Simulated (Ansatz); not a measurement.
Scan of H₂N (cation, charge +1), triplet: map of symmetric stretch and bend. Scanned: N-H bond length and H-N-H angle.

Computed with unrestricted PBE/def2-SVP in Ansatz (an electronic-structure program).

Energy in mEh above the lowest grid point; x is the N-H bond length (Å), y the H-N-H angle (°).

```
y \ x    0.88   0.93   0.98   1.02   1.08   1.12   1.18   1.25   1.28   1.34   1.39
------  -----  -----  -----  -----  -----  -----  -----  -----  -----  -----  -----
180      57.1   24.9    7.2    0.7    0.5    5.1   16.8   35.3   44.3   63.3   79.7
168.89   57.1   24.9    7.0    0.5    0.3    4.8   16.5   34.9   43.9   62.9   79.3
160.59   57.3   24.9    7.0    0.4    0.0    4.4   16.0   34.4   43.3   62.2   78.6
148.59   58.5   25.8    7.6    0.8    0.2    4.4   15.7   33.9   42.8   61.6   77.9
139.33   60.8   27.9    9.4    2.4    1.5    5.6   16.7   34.7   43.4   62.1   78.3
127.68   66.7   33.3   14.5    7.2    5.9    9.8   20.5   38.1   46.7   65.1   81.1
120.36   72.6   38.9   19.8   12.3   10.7   14.4   24.8   42.1   50.6   68.7   84.5
109.19   85.9   51.6   31.9   24.0   21.8   25.1   35.0   51.6   59.9   77.5   92.9
98.15   105.2   70.0   49.5   41.0   37.9   40.7   50.0   65.9   73.8   90.8  105.6
92.03   118.8   83.1   62.1   53.1   49.5   52.0   60.7   76.0   83.7  100.3  114.8
82.44   145.2  108.5   86.4   76.7   72.0   73.8   81.5   95.8  103.1  118.9  132.8
70      190.0  151.5  127.8  116.9  110.4  111.0  117.1  129.3  133.8  141.1  148.5
```

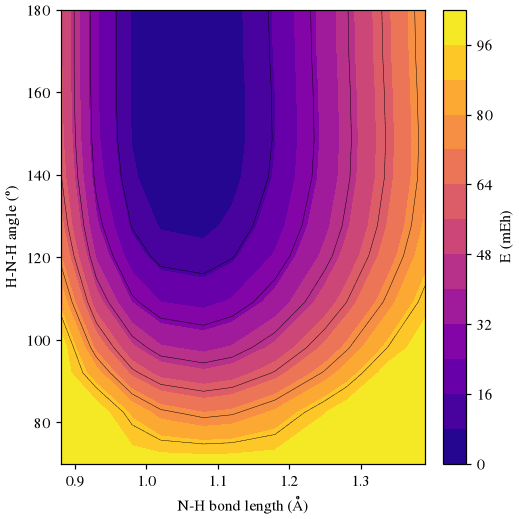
Fig. 1. Energy surface, cut off at 101 mEh.

Points that lie below all their neighbours on the grid: x = 1.08, y = 160.59 (0.0 mEh).
